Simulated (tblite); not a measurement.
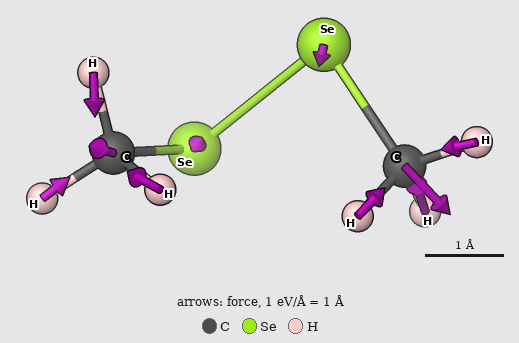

Starting geometry of C2H6Se2 (charge +1, multiplicity 2) with the computed forces as purple arrows. The picture is a ball-and-stick view, seen from a free direction.

The calculation used GFN2-xTB geometry optimisation, gas phase in tblite 0.8.0. 

> What follows when this structure is relaxed?

It isn't relaxed: the largest force vector, on a C atom, is 0.93 eV/Å. The final displacements have little in common with the starting forces (cosine between the two patterns 0.24). The largest moves after the best rigid fit, 1.35 Å, are those of H atoms. Largest moves by element: H 1.35 Å, Se 1.19 Å, C 0.55 Å. Some distances before and after: Se–Se 2.364 → 2.283 Å, C–H 1.122 → 1.088 Å, C–H 1.102 → 1.088 Å. Among the angles between lasting bonds that change: Se–Se–C 91.9° → 99.1°, Se–C–H 110.2° → 107.2°, Se–C–H 109.2° → 107.2°. Groups turn about Se–Se by about 85°. After 43 geometry steps the energy has fallen by 0.609 eV. The run took 0.2 s on 1 thread of Intel(R) Xeon(R) Platinum 8488C, with other jobs on the host.
